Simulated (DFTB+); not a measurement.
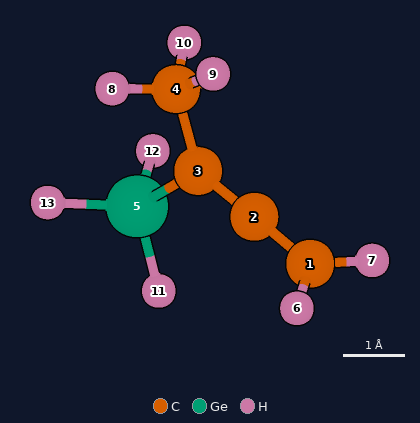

*The structure as given in the input (ball-and-stick view, seen at a tilt; atoms are numbered from 1 in the order of the input). Sticks mark near contacts.*

Bond lengths as drawn: C–C 1.30 to 1.50 Å, C–Ge 1.96 Å, C–H 1.08 to 1.09 Å and Ge–H 1.49 to 1.50 Å.

## Run report: C4H8Ge, single-point calculation

The run: single-point calculation of C4H8Ge, SMILES C=C=[C](C)[GeH3]. Method and program: GFN2-xTB, R-SCC, dispersion built in (DFTB+ 25.1).

The geometry comes from this level: GFN2-xTB.

The input (dftb_in.hsd):
```
Geometry = {
  TypeNames = {
    "C" "Ge" "H"
  }
  TypesAndCoordinates [Angstrom] = {
    1 -0.687750 1.915510 -1.435790
    1 -0.370720 0.970140 -0.607680
    1 -0.039460 0.008880 0.199390
    1 -0.342290 0.028670 1.672590
    2 0.892250 -1.578190 -0.469860
    3 -0.022660 2.739890 -1.640480
    3 -1.630600 1.917130 -1.959130
    3 0.586250 -0.035070 2.241700
    3 -0.870010 0.936560 1.957140
    3 -0.954080 -0.835020 1.936900
    3 1.244940 -1.449240 -1.914750
    3 0.046480 -2.803530 -0.293670
    3 2.147660 -1.815730 0.313650
  }
}
Hamiltonian = xTB {
  Method = "GFN2-xTB"
  MaxSCCIterations = 100
  Mixer = DIIS {
    InitMixingParameter = 0.7
  }
}
Options = {
  WriteResultsTag = Yes
}
ParserOptions = {
  ParserVersion = 14
}
```

Hardware: 1 thread of AMD EPYC (Zen 3), 24 GiB of memory available, shared host.

Run as:
```bash
dftb+ > output.log
```

Output:
```
|  DFTB+ development version (commit: a23bfb2)

Reading input file 'dftb_in.hsd'
Parser version: 14

--------------------------------------------------------------------------------

Processed input in HSD format written to 'dftb_pin.hsd'

Starting initialization...
--------------------------------------------------------------------------------
OpenMP threads:              1
Chosen random seed:          197104651
Current stacksize:           unlimited
Mode:                        Static calculation
Self consistent charges:     Yes
SCC-tolerance:                 0.100000E-04
Max. scc iterations:                    100
Shell resolved Hubbard:      Yes
Spin polarisation:           No
Nr. of up electrons:            14.000000
Nr. of down electrons:          14.000000
Periodic boundaries:         No
Electronic solver:           Relatively robust
Mixer:                       DIIS mixer
Mixing parameter:                  0.700000
Nr. of chrg. vectors to mix:              6
Max. SCC-cycles:                        100
tblite library version:      0.3.0
-> parametrization:          GFN2-xTB
-> repulsion:                Yes
-> dispersion:               Yes
-> halogen bonding:          No
-> electrostatics:           Yes
   -> isotropic:             Yes
   -> anisotropic:           Yes
   -> third-order:           Yes
Electronic temperature:              0.950045E-03 H      0.258520E-01 eV
Initial charges:             Set automatically (system chrg:   0.000E+00)
Included shells:             C:  s, p
                            Ge:  s, p, d
                             H:  s
Extra options:
                             Mulliken analysis

--------------------------------------------------------------------------------

***  Geometry step: 0

 iSCC Total electronic   Diff electronic      SCC error
    1   -0.14729181E+02    0.00000000E+00    0.69528253E+00
    2   -0.14287896E+02   -0.14729181E+02    0.21300174E+01
    3   -0.70947052E+01    0.44128429E+00    0.36001250E+01
    4    0.61182600E+02    0.71931911E+01    0.10588331E+02
    5    0.79790987E+01    0.68277305E+02    0.80946927E+01
    6    0.85305567E+02   -0.53203501E+02    0.15673828E+02
    7   -0.14567698E+02    0.77326469E+02    0.63182911E+00
    8   -0.13070251E+02   -0.99873266E+02    0.17120181E+01
    9   -0.53066940E+01    0.14974468E+01    0.28359166E+01
   10   -0.13295215E+02    0.77635574E+01    0.24367303E+01
   11   -0.14655943E+02   -0.79885212E+01    0.62143501E+00
   12   -0.14397598E+02   -0.13607278E+01    0.14507415E+01
   13   -0.14197577E+02    0.25834465E+00    0.15830072E+01
   14   -0.14569860E+02    0.20002166E+00    0.66929444E+00
   15   -0.14641128E+02   -0.37228310E+00    0.34586985E+00
   16   -0.14665829E+02   -0.71268252E-01    0.74108243E+00
   17   -0.14701341E+02   -0.24701476E-01    0.46545630E+00
   18   -0.14706982E+02   -0.35511977E-01    0.40553824E+00
   19   -0.14715238E+02   -0.56401466E-02    0.30871621E+00
   20   -0.14719182E+02   -0.82566297E-02    0.13721851E+00
   21   -0.14724423E+02   -0.39439047E-02    0.33294272E-01
   22   -0.14724491E+02   -0.52405959E-02    0.42357909E-01
   23   -0.14724861E+02   -0.68294747E-04    0.12070587E-01
   24   -0.14724877E+02   -0.37031112E-03    0.78846957E-02
   25   -0.14724885E+02   -0.16171030E-04    0.51417355E-03
   26   -0.14724886E+02   -0.78244838E-05    0.60588275E-04
   27   -0.14724886E+02   -0.70576901E-06    0.63424095E-04
   28   -0.14724886E+02   -0.64024526E-07    0.11558536E-04
   29   -0.14724886E+02    0.46571467E-07    0.80085405E-05

Total Energy:                      -14.4805323344 H         -394.0353 eV
Extrapolated to 0K:                -14.4805323344 H         -394.0353 eV
Total Mermin free energy:          -14.4805323344 H         -394.0353 eV
Force related energy:              -14.4805323344 H         -394.0353 eV

--------------------------------------------------------------------------------
--------------------------------------------------------------------------------
SCC                                    +       0.03 ( 91.9%)       0.04 ( 92.3%)
--------------------------------------------------------------------------------
Missing                                +       0.00 (  8.1%)       0.00 (  7.7%)
Total                                  =       0.03 (100.0%)       0.04 (100.0%)
--------------------------------------------------------------------------------
```

File detailed.out:
```
Fermi distribution function

Calculation with static geometry

********************************************************************************
 iSCC Total electronic   Diff electronic      SCC error
   29   -0.14724886E+02    0.46571467E-07    0.80085405E-05
********************************************************************************

 Total charge:    -0.00000000

 Atomic gross charges (e)
 Atom           Charge
    1      -0.10381737
    2      -0.01694844
    3      -0.04069549
    4      -0.09174524
    5       0.09728115
    6       0.05070284
    7       0.05074116
    8       0.04418548
    9       0.03701440
   10       0.04409037
   11      -0.02059359
   12      -0.02531734
   13      -0.02489793

Nr. of electrons (up):     28.00000000
Atom populations (up)
 Atom       Population
    1       4.10381737
    2       4.01694844
    3       4.04069549
    4       4.09174524
    5       3.90271885
    6       0.94929716
    7       0.94925884
    8       0.95581452
    9       0.96298560
   10       0.95590963
   11       1.02059359
   12       1.02531734
   13       1.02489793

l-shell populations (up)
 Atom Sh.   l       Population
    1   1   0       1.05798827
    1   2   1       3.04582911
    2   1   0       1.13026916
    2   2   1       2.88667928
    3   1   0       1.09006740
    3   2   1       2.95062809
    4   1   0       1.03498277
    4   2   1       3.05676246
    5   1   0       1.58776976
    5   2   1       2.14143651
    5   3   2       0.17351258
    6   1   0       0.94929716
    7   1   0       0.94925884
    8   1   0       0.95581452
    9   1   0       0.96298560
   10   1   0       0.95590963
   11   1   0       1.02059359
   12   1   0       1.02531734
   13   1   0       1.02489793

Orbital populations (up)
 Atom Sh.   l   m       Population  Label
    1   1   0   0       1.05798827  s
    1   2   1  -1       1.00121318  p_y
    1   2   1   0       1.03527685  p_z
    1   2   1   1       1.00933908  p_x
    2   1   0   0       1.13026916  s
    2   2   1  -1       0.95077740  p_y
    2   2   1   0       0.96316677  p_z
    2   2   1   1       0.97273511  p_x
    3   1   0   0       1.09006740  s
    3   2   1  -1       0.97675141  p_y
    3   2   1   0       0.94101825  p_z
    3   2   1   1       1.03285844  p_x
    4   1   0   0       1.03498277  s
    4   2   1  -1       1.03557827  p_y
    4   2   1   0       0.98889269  p_z
    4   2   1   1       1.03229149  p_x
    5   1   0   0       1.58776976  s
    5   2   1  -1       0.70357623  p_y
    5   2   1   0       0.71863178  p_z
    5   2   1   1       0.71922850  p_x
    5   3   2  -2       0.04612532  d_xy
    5   3   2  -1       0.03491742  d_yz
    5   3   2   0       0.00614597  d_z2
    5   3   2   1       0.04138631  d_xz
    5   3   2   2       0.04493754  d_x2-y2
    6   1   0   0       0.94929716  s
    7   1   0   0       0.94925884  s
    8   1   0   0       0.95581452  s
    9   1   0   0       0.96298560  s
   10   1   0   0       0.95590963  s
   11   1   0   0       1.02059359  s
   12   1   0   0       1.02531734  s
   13   1   0   0       1.02489793  s

Fermi level:                        -0.2911108977 H           -7.9215 eV
Band energy:                       -13.8790005856 H         -377.6668 eV
TS:                                  0.0000000000 H            0.0000 eV
Band free energy (E-TS):           -13.8790005856 H         -377.6668 eV
Extrapolated E(0K):                -13.8790005856 H         -377.6668 eV
Input / Output electrons (q):     28.0000000000     28.0000000000

Energy H0:                         -14.7394018337 H         -401.0795 eV
Energy SCC:                          0.0145158415 H            0.3950 eV
Total Electronic energy:           -14.7248859922 H         -400.6845 eV
Repulsive energy:                    0.2520250305 H            6.8580 eV
Total energy:                      -14.4805323344 H         -394.0353 eV
Extrapolated to 0:                 -14.4805323344 H         -394.0353 eV
Total Mermin free energy:          -14.4805323344 H         -394.0353 eV
Force related energy:              -14.4805323344 H         -394.0353 eV

Non-constrained calculation

SCC converged

Dipole moment:   -0.13429439    0.19698078    0.17140959 au
Dipole moment:   -0.34134232    0.50067525    0.43567975 Debye
```

File band.out:
```
 KPT            1  SPIN            1  KWEIGHT    1.0000000000000000
     1    -17.1544  2.00000
     2    -16.6328  2.00000
     3    -16.3726  2.00000
     4    -15.6102  2.00000
     5    -13.9188  2.00000
     6    -13.4529  2.00000
     7    -13.2872  2.00000
     8    -13.0629  2.00000
     9    -12.9182  2.00000
    10    -11.8962  2.00000
    11    -11.8552  2.00000
    12    -11.7542  2.00000
    13    -10.4621  2.00000
    14    -10.4557  2.00000
    15     -5.3873  0.00000
    16     -5.3049  0.00000
    17     -2.8498  0.00000
    18     -2.7515  0.00000
    19     -2.5197  0.00000
    20      0.7196  0.00000
    21      0.8320  0.00000
    22      1.7165  0.00000
    23      3.8621  0.00000
    24      5.2711  0.00000
    25      5.5400  0.00000
    26      6.1954  0.00000
    27      7.2512  0.00000
    28      8.9041  0.00000
    29     11.0108  0.00000
    30     22.0060  0.00000
    31     27.8794  0.00000
    32     29.8014  0.00000
    33     31.0343  0.00000
```

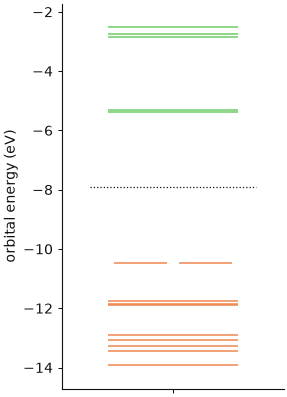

*Orbital energies near the frontier; the dotted line parts filled from empty levels, and levels within 0.02 eV of each other stand side by side.*

Highest filled −10.46 eV, lowest empty −5.39 eV, 5.07 eV apart.

Summary:

| quantity | value |
| --- | --- |
| outcome | converged |
| Mermin free energy | −14.480532 hartree |
| basis functions | 33 |
| HOMO | −10.46 eV |
| LUMO | −5.39 eV |
| dipole moment | 0.75 D |
| peak memory | 0.072 GiB |

Notes:

Settings chosen away from the usual ones: mixer_damping.
